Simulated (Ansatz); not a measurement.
# C2H5BOSi: small, medium and large basis sets

Aim: see how fast density functionals converge with the basis set for C2H5BOSi.

Program: Ansatz 0.2.0, Gaussian basis. Level of theory: one geometry, several basis sets. These are calculated values, not measurements.

The runs, in order: PBE0-D4/def2-SVP; ωB97M-V/def2-SVP; PBE0-D4/def2-QZVPP; ωB97M-V/def2-QZVPP; the functionals' def2-TZVPP values are taken from earlier runs.

### Step 1. The geometry

An earlier PBE0-D4 in a triple-zeta def2 set relaxation fixed the geometry.

10 atoms, charge 0, spin multiplicity 1.

Atoms are counted from 1 here; the program's logs count them from 0.

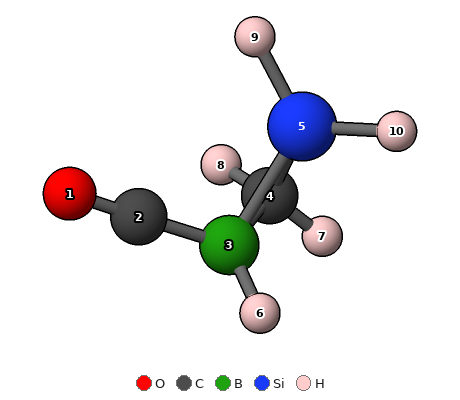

The structure; oxygen red, carbon dark grey, boron green, silicon blue, hydrogen pink; atoms are numbered from 1 in the order of the file.

As a file:

```xyz
10

O    -0.0191   -0.3551    2.7945
C     0.1621   -0.5544    1.6840
B     0.4323   -0.7721    0.2563
C    -0.7184   -0.4296   -0.8360
Si    0.2509    1.0949   -0.4896
H     1.4351   -1.3825    0.0342
H    -0.5739   -0.9400   -1.7823
H    -1.7554   -0.4390   -0.5140
H    -0.4162    2.1607    0.2890
H     1.2858    1.5660   -1.4332
```

### Step 2. PBE0-D4 in def2-SVP

Contents of in.yaml:

```yaml
crystal:
  periodic: [false, false, false]
  atoms:
    - {symbol: O, position_ang: [-0.019060, -0.355146, 2.794492]}
    - {symbol: C, position_ang: [0.162085, -0.554380, 1.683991]}
    - {symbol: B, position_ang: [0.432320, -0.772137, 0.256313]}
    - {symbol: C, position_ang: [-0.718423, -0.429561, -0.835952]}
    - {symbol: Si, position_ang: [0.250886, 1.094902, -0.489584]}
    - {symbol: H, position_ang: [1.435073, -1.382484, 0.034159]}
    - {symbol: H, position_ang: [-0.573888, -0.940024, -1.782282]}
    - {symbol: H, position_ang: [-1.755403, -0.438988, -0.514038]}
    - {symbol: H, position_ang: [-0.416236, 2.160694, 0.289006]}
    - {symbol: H, position_ang: [1.285847, 1.566026, -1.433206]}
basis:
  gaussian: {orbitals: def2-SVP}
hamiltonian: {xc: pbe0, dispersion: d4}
output: {orbitals: {seedname: orbitals}}
```

The run is started by

```sh
ansatz run in.yaml --threads 2 --pin off --events-out ev --progress --plain --max-ram 4352MiB
```

The runs that follow: ωB97M-V in def2-SVP; PBE0-D4 in def2-QZVPP; ωB97M-V in def2-QZVPP.

Before running them: what should the planned runs give, taken together? Wanted: PBE0-D4: double and triple zeta above quadruple; ωB97M-V: double and triple zeta above quadruple.

**Answer**, as computed:

| quantity | value |
| --- | --- |
| PBE0-D4: double and triple zeta above quadruple | 8.81, 0.53 eV |
| ωB97M-V: double and triple zeta above quadruple | 9.01, 0.49 eV |

**Reading.** PBE0-D4 gains 8.28 eV from double to triple zeta, then 0.53 eV more. Total energies overstate the basis error of differences, where much of it tends to cancel.
